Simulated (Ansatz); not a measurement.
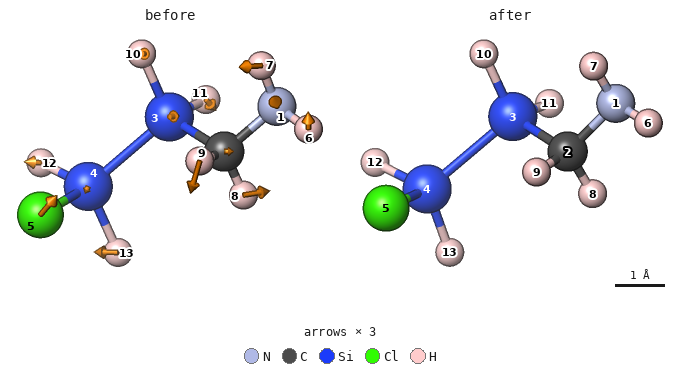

The structure of CH8ClNSi2 (coarse preliminary run) before (left) and after (right) a relaxation, at one scale. The orange arrows give the displacements, 3 times their true length.

A ball-and-stick model, seen at a tilt.

The start comes from a force field.

Method: RKS PBE-D4/def2-SVP (Ansatz 0.2.0).

The input:
```yaml
crystal:
  periodic: [false, false, false]
  atoms:
    - {symbol: N, position_ang: [-0.185000, 1.977800, 1.307600]}
    - {symbol: C, position_ang: [-0.589500, 0.925400, 0.385600]}
    - {symbol: Si, position_ang: [0.741100, -0.346100, 0.288300]}
    - {symbol: Si, position_ang: [0.135100, -2.030600, -1.088000]}
    - {symbol: Cl, position_ang: [-0.423200, -1.309000, -2.952400]}
    - {symbol: H, position_ang: [-1.006700, 2.703200, 1.342500]}
    - {symbol: H, position_ang: [0.585800, 2.551200, 0.927400]}
    - {symbol: H, position_ang: [-1.470800, 0.479900, 0.739300]}
    - {symbol: H, position_ang: [-0.784900, 1.358300, -0.565000]}
    - {symbol: H, position_ang: [2.022000, 0.281000, -0.206200]}
    - {symbol: H, position_ang: [1.076100, -0.898200, 1.673900]}
    - {symbol: H, position_ang: [1.135100, -3.062500, -1.272100]}
    - {symbol: H, position_ang: [-1.214800, -2.665200, -0.566100]}
basis:
  gaussian: {orbitals: def2-SVP}
hamiltonian: {xc: pbe, dispersion: d4}
relax: {f_tol: 0.03, max_steps: 200}
```

Launched with:
```bash
ansatz run in.yaml --threads 4 --pin off --events-out ev --progress --plain --max-ram 10444MiB
```

Summarise the run.

Answer. The largest move after the best rigid fit is that of H9, 0.26 Å. By element the largest moves are H 0.26 Å, Cl 0.23 Å, N 0.16 Å, Si 0.11 Å, C 0.07 Å. Among the contacts that change: Si3–Si4 2.258 → 2.353 Å, Si4–H13 1.580 → 1.506 Å, N1–H6 1.097 → 1.029 Å, C2–Si3 1.843 → 1.909 Å. Bond angles that change, for instance: N1–C2–H9 108.8° → 116.7°, Cl5–Si4–H13 101.9° → 107.7°, Si3–Si4–Cl5 111.1° → 105.9°. Over 9 geometry steps the energy falls by 11.2 kcal/mol. The largest force component goes from 2.1 to 0.0071 eV/Å.
